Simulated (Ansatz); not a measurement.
# Calculations on C2H6F

### Relaxation

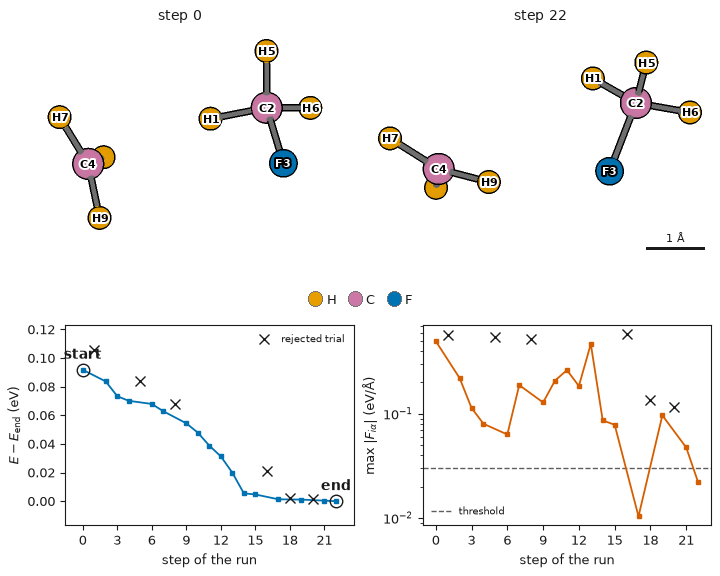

First and last geometry of a relaxation of C2H6F (multiplicity 2), with the history of the run. Style: ball-and-stick. Shown from a free direction.

The run prepares an end point of a later path (reaction) calculation, from a guessed geometry.

The calculation used UKS PBE0/def2-SVP (Ansatz 0.2.0). Set-up: collinear spin; force threshold 0.03 eV/Å; at most 50 steps.

Question: Read the history and describe the run.

Answer: It converged. The largest move after the best rigid fit is that of an H atom, 0.84 Å. Largest moves by element: H 0.84 Å, F 0.73 Å, C 0.19 Å. Near-neighbour distances that change, for instance: C–H 1.089 → 1.103 Å. After 16 accepted moves (22 points after the start) the energy has fallen by 0.092 eV. The largest force component goes from 0.5 to 0.022 eV/Å. The line search rejected the trial steps at points 1, 5, 8, 16, 18, 20 of the run. The forces were under the threshold at step 17, but the run went on from there. The run took 30 s on 2 threads of AMD EPYC 7B13 (Zen 3), on a shared host, peak memory 0.18 GiB.

```csv
step,"E − E(0), eV","largest force component, eV/Å",note
0,0.0000,0.4983,
1,0.0141,0.5659,rejected
2,-0.0081,0.2200,
3,-0.0184,0.1137,
4,-0.0217,0.0801,
5,-0.0081,0.5429,rejected
6,-0.0238,0.0632,
7,-0.0289,0.1885,
8,-0.0238,0.5192,rejected
9,-0.0374,0.1284,
10,-0.0439,0.2084,
11,-0.0530,0.2625,
12,-0.0605,0.1847,
13,-0.0719,0.4675,
14,-0.0863,0.0863,
15,-0.0871,0.0784,
16,-0.0704,0.5775,rejected
17,-0.0905,0.0103,
18,-0.0895,0.1359,rejected
19,-0.0907,0.0965,
20,-0.0906,0.1155,rejected
21,-0.0914,0.0474,
22,-0.0918,0.0220,
```

Limits of the set-up: the start holds two separate molecules, 2.4 Å apart at their closest, whose relative position is a soft coordinate and is computed without a dispersion correction.

### Relaxation

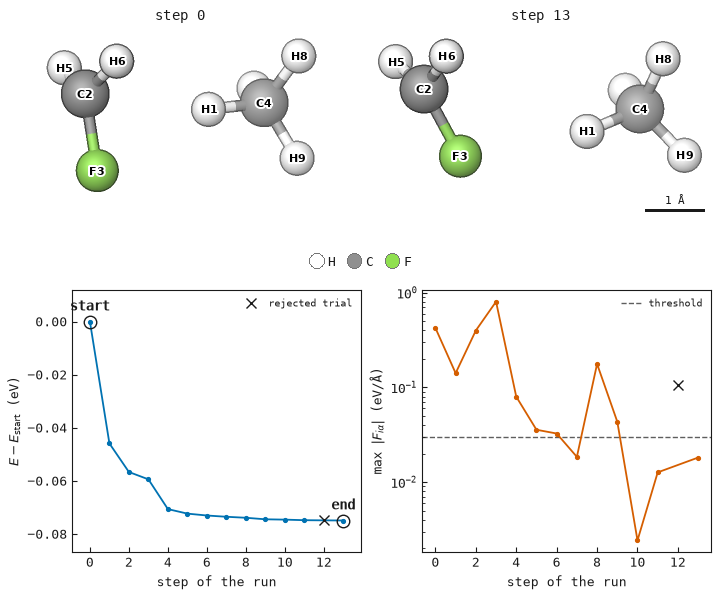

First and last geometry of a relaxation of C₂H₆F (multiplicity 2), with the history of the run. A ball-and-stick model, seen at a tilt.

The run prepares an end point of a later path (reaction) calculation, from a guessed geometry.

Theory: UKS PBE0/def2-SVP in Ansatz.

Input
```yaml
crystal:
  periodic: [false, false, false]
  atoms:
    - { symbol: H, position_ang: [0.261553, 0.330477, 0.055107] }
    - { symbol: C, position_ang: [-0.783802, -1.710765, -0.575375] }
    - { symbol: F, position_ang: [0.356526, -1.692148, -1.253324] }
    - { symbol: C, position_ang: [0.543176, 1.296252, 0.466588] }
    - { symbol: H, position_ang: [-1.595503, -1.102751, -0.985853] }
    - { symbol: H, position_ang: [-0.711271, -2.001029, 0.476966] }
    - { symbol: H, position_ang: [-0.050007, 2.0909, -0.00631] }
    - { symbol: H, position_ang: [0.366637, 1.308921, 1.551035] }
    - { symbol: H, position_ang: [1.612591, 1.480243, 0.271265] }
magnetization:
  spin_polarized: true
  initial_magnetization: 1
basis:
  gaussian: { orbitals: def2-SVP }
hamiltonian:
  xc: pbe0
relax:
  f_tol: 0.03
  max_steps: 50
output:
  orbitals: {}
```

Run as
```bash
ansatz run input.yaml --threads 2 --pin off --max-ram 3072MiB --backend cpu --events-out ev --progress --plain --runs-dir out
```

What do the curves and the structures tell?

It converged. The atom that moves furthest after the best rigid fit is H6 (0.59 Å). By element the largest moves are H 0.59 Å, C 0.42 Å, F 0.25 Å. Near-neighbour distances that change, for instance: H1–C4 1.087 → 1.098 Å. After 12 accepted moves (13 points after the start) the energy has fallen by 0.075 eV. The largest force component goes from 0.42 to 0.018 eV/Å. The line search rejected the trial step at point 12 of the run. The forces were under the threshold at step 7, but the run went on from there. Cost: 19 s on 2 threads of AMD EPYC 7B13 (Zen 3) (shared host), peak memory 0.18 GiB.

Limits of the set-up: the start holds two separate molecules, 2.4 Å apart at their closest, whose relative position is a soft coordinate and is computed without a dispersion correction.

### Path

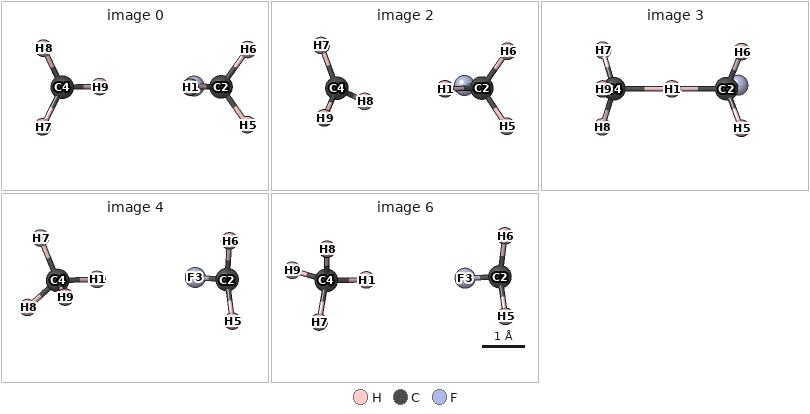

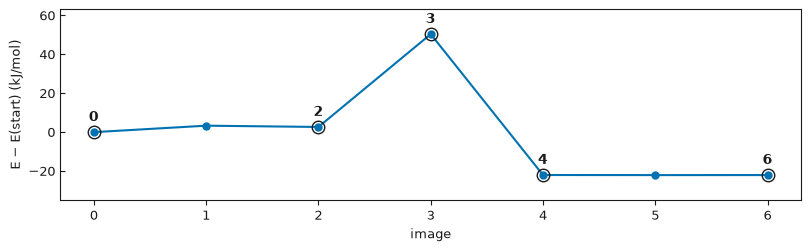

NEB run on C2H6F (multiplicity 2), made up at the start of CH3F and CH₃. Images are numbered from 0 (start) to 6 (end). The picture is a ball-and-stick view, seen face on.

Level of theory: UKS PBE0/def2-SVP in Ansatz. Settings: 5 movable images; climbing image; force threshold 0.05 eV/Å; iteration limit 60; starting path through a guess of the saddle point.

> Describe the mechanism and the energy profile.

The energy climbs by 50.4 kJ/mol to image 3 and then falls by 72.5 kJ/mol, so the end point sits at −22.1 kJ/mol. A hydrogen atom shifts from one atom to another. Breaking: H1–C2 (1.10 → 1.31 at the top → 3.21 Å). Forming: H1–C4 (3.15 → 1.39 at the top → 1.10 Å). The band converged in 60 iterations, with a climbing image at the top.

Limits of the set-up: the start holds two separate molecules, 2.3 Å apart at their closest, whose relative position is a soft coordinate and is computed without a dispersion correction.
